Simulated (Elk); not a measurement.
Band structure of FeNi₃ (Pm-3m, 4 atoms in the cell).

```
FeNi3
1.0
    3.55992     0.00000     0.00000
    0.00000     3.55992     0.00000
    0.00000     0.00000     3.55992
Fe Ni
1 3
Direct
  0.00000   0.00000   0.00000
  0.00000   0.50000   0.50000
  0.50000   0.00000   0.50000
  0.50000   0.50000   0.00000
```
Moments meant for the start (each program seeds them in its own way; μB, in the order of the atoms Fe Ni Ni Ni): 4.0 2.0 2.0 2.0.

Computed with Elk with PBE, all-electron FP-LAPW, Elk's shipped species files, APW+lo basis with extra local orbitals.

Settings: xctype = 20; spinpol = true; rgkmax = 7.5; stype = 3; swidth = 0.00183747 Ha; ngridk = 8 8 8; reducebf = 0.7; gmaxvr = 16 1/bohr; nxlo = 2; lorbcnd = true; rmtscf = 0.93; lmaxi = 3; nempty = 10 per atom; bfcmt = [[0.0, 0.0, -1.0], [0.0, 0.0, -0.5], [0.0, 0.0, -0.5], [0.0, 0.0, -0.5]].

The starting cell comes from a database of computed structures (which also holds hypothetical and non-ambient phases and stackings), without a prior relaxation at this level. Its lattice was rescaled by a random factor within 2.5 % of one. The magnetic order is the one reached from the typed start; others were not searched systematically. Values depend on the basis (sphere radii, cutoffs, local orbitals), which need not be converged.

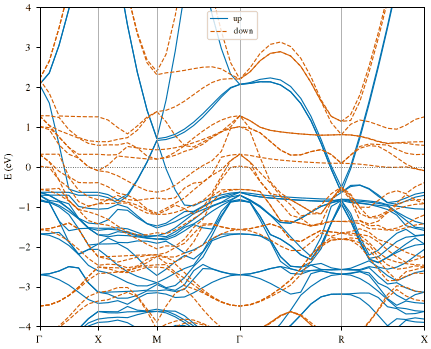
Figure. Bands along the path, energies from the Fermi level.

Levels in eV from the Fermi level, bands 31 to 38 of the first spin channel:
```tsv
point	31	32	33	34	35	36	37	38
Γ	-0.71	-0.64	-0.64	-0.64	2.07	2.07	2.07	8.64
X	-1.54	-1.43	-1.06	-0.71	-0.64	7.27	7.27	7.32
M	-1.72	-1.53	-1.48	0.66	0.66	0.71	0.72	10.88
R	-0.81	-0.81	-0.81	-0.64	-0.64	-0.64	-0.51	5.24
```

Bands cross the Fermi level along this path, so the cell is metallic at this level.

The net moment of the cell came out as 4.93 μB.
